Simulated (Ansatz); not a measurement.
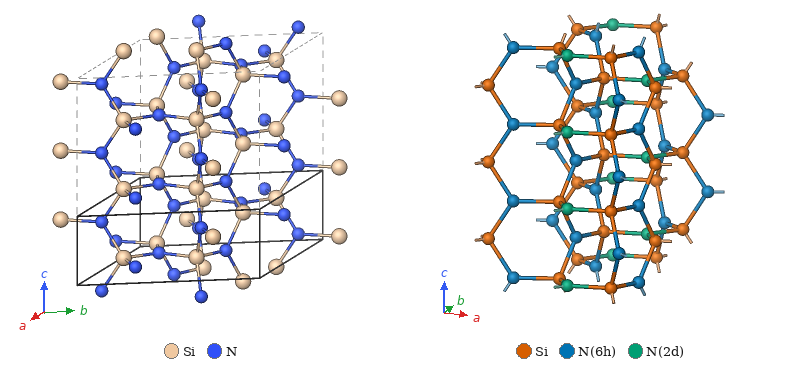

Left: the structure. Right: its underlying net. Nodes are coloured by topological kind. Short stubs are edges that leave the cut-out.

System Si₃N₄ (space group P6_3/m, No. 176); source of the atomic positions: the end point of a relaxation with DFT, PBE, plane waves, PAW in Ansatz 0.2.0.

Bonds are taken as N–Si below 2 Å. The graph is simplified in the usual way: terminal and isolated atoms are pruned, two-connected atoms become edges.

The result is a trinodal (3,3,4)-connected, three-periodic net: N(6h) is a 3-connected node; N(2d) is a 3-connected node; Si is a 4-connected node, in the ratio 3:1:3. It is a single net, without interpenetration.

```tsv
node	links	point symbol	coordination sequence
N(6h)	3	6³	3 9 15 35 43 78 83 145
N(2d)	3	8³	3 9 18 35 42 86 84 143
Si	4	6³·8³	4 8 21 28 57 62 111 108
```
